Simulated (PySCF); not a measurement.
**C₇H₁₀Cl₂Si: density, localisation and related maps**

```xyz
20

C     2.8804   -0.5073    0.9304
C     1.9441   -0.3433    0.0051
C     2.0936    0.6790   -1.0819
Si    0.3572   -1.3730   -0.0057
Cl    0.1584   -2.2914   -1.8080
C    -1.1350   -0.2563    0.1810
C    -1.3584    0.9623    0.6922
Cl   -0.3680    2.1114    1.4679
C    -2.8195    1.0137    0.3697
C    -2.5938   -0.3974   -0.2262
H     3.7840    0.0836    0.9401
H     2.7848   -1.2352    1.7184
H     3.0424    1.2051   -1.0006
H     1.2842    1.4056   -1.0240
H     2.0378    0.2000   -2.0586
H     0.3829   -2.4111    1.0263
H    -3.4839    1.0547    1.2308
H    -3.1106    1.7805   -0.3457
H    -3.1278   -1.1953    0.2840
H    -2.7579   -0.4748   -1.2982
```

Geometry: GFN2-xTB.

These are results of PySCF, PBE0/pcSseg-1, SCF density, gas phase, non-relativistic, not measurements.

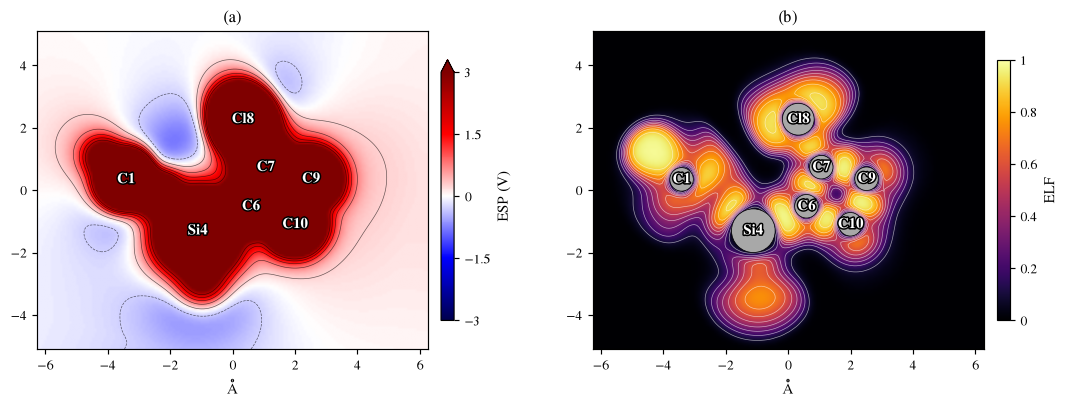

Figure 1. (a) molecular electrostatic potential; (b) ELF on the plane of atoms Si4, C6 and C10. Grey discs cover the atomic cores in the ELF map.

**Read the bonding off the picture.**

Atoms in the plane: C, Si and Cl. C–C (1.34 Å): the ELF peaks at about 0.90 between the atoms (a multiple bond). C–Cl (1.70 Å): the ELF peaks at about 0.90 between the atoms, as expected for localised, covalent bonding. C–Si (1.87 Å): the ELF peaks at about 0.95 between the atoms: a shared electron pair. C–C (1.50 Å): the ELF peaks at about 0.95 between the atoms; a shared electron pair. The ELF also peaks beside Cl8, away from the bonds: lone-pair regions. Outside the dense part of the molecule the potential is most negative (−0.8 V) near C2, which lies off the plane.

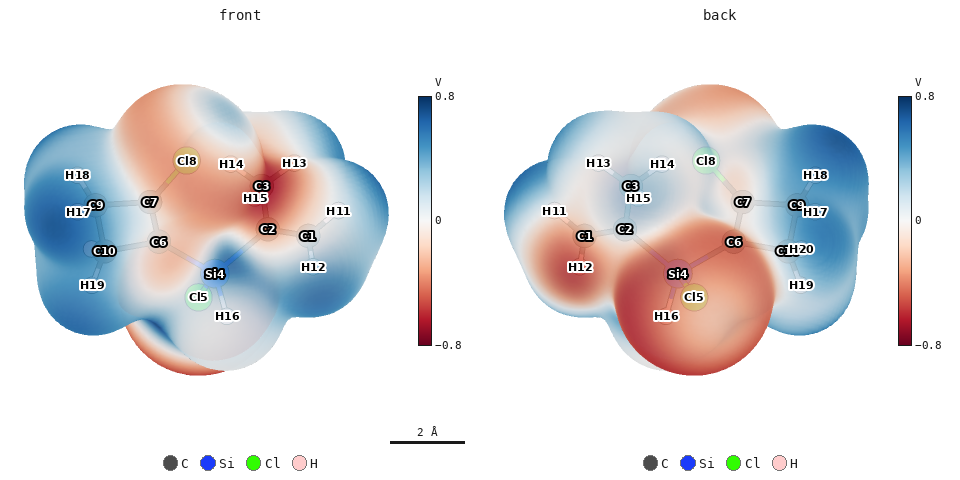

Figure 2. The molecular electrostatic potential painted on the density surface at 0.001 e/bohr³, seen from the front and from behind; the colour scale runs from red (negative) to blue (positive).

**Which sites attract a positive test charge, and which a negative one?**

A positive charge is drawn to the negative regions and a negative charge to the positive ones. The most negative region (about −0.6 V, or −14 kcal/mol for a unit charge) lies over C1, Cl5 and Cl8, the most positive (about +0.7 V, or +16 kcal/mol for a unit charge) over Si4, H17 and H18. Cl8 shows a σ-hole: about +0.3 V at the tip opposite its bond, against about −0.3 V, or −7 kcal/mol for a unit charge on its flanks.

**How polar is the molecule by this calculation?**

Its dipole moment is 1.27 D.
